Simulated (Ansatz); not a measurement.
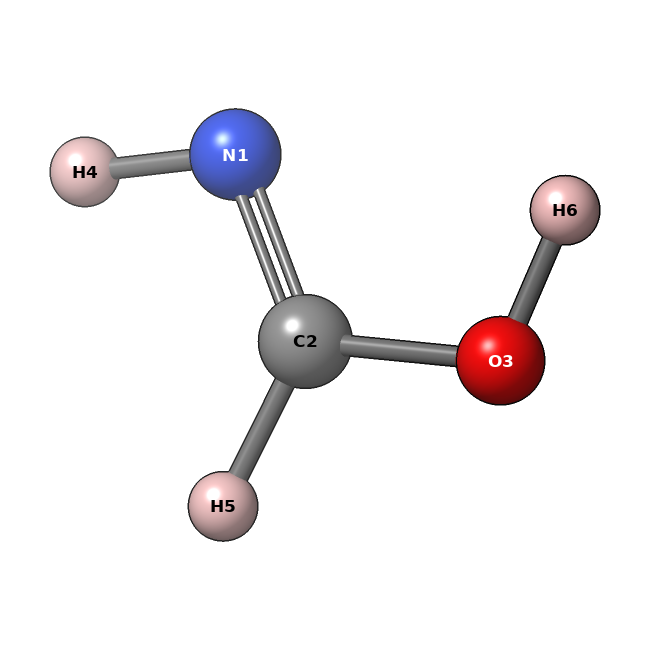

Distant atoms are faded towards the background colour. Computed geometry: PBE0-D4/def2-TZVP optimisation.

> Which atoms or bonds are stereogenic?

Double bonds: N1=C2.

> Assign CIP descriptors.

N1=C2: E.
